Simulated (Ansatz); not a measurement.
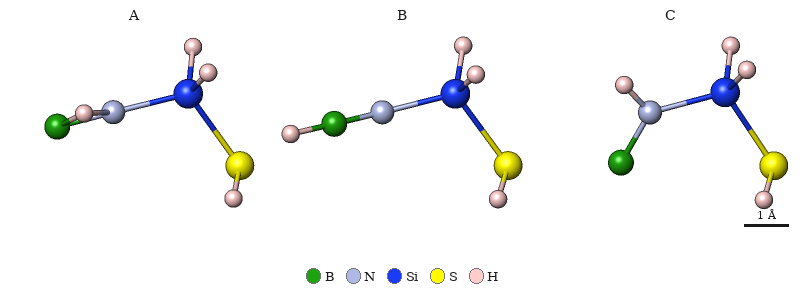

3 geometries from a converged minimum-energy path of BSiNH$_{4}$S, shuffled. The picture is a ball-and-stick view, seen face on.

Computed with Ansatz 0.2.0, RKS PBE-D4/def2-SVP. Set-up: 7 movable images; climbing image; force threshold 0.05 eV/Å; iteration limit 60; starting path through a guess of the saddle point.

**Which frame is the top of the path?**

A. In order along the path, whose images run from 0 to 8: B (image 1, +1.8 kcal/mol), A (image 4, +69.4 kcal/mol), C (image 8, +50.7 kcal/mol). A hydrogen atom shifts from one atom to another. Breaking: B–H (1.19 → 2.04 Å). Forming: H–N (2.45 → 1.03 Å).

The run took 2.3 min on 2 threads of Intel(R) Xeon(R) Platinum 8488C (Sapphire Rapids), on a shared host, peak memory 0.14 GiB.
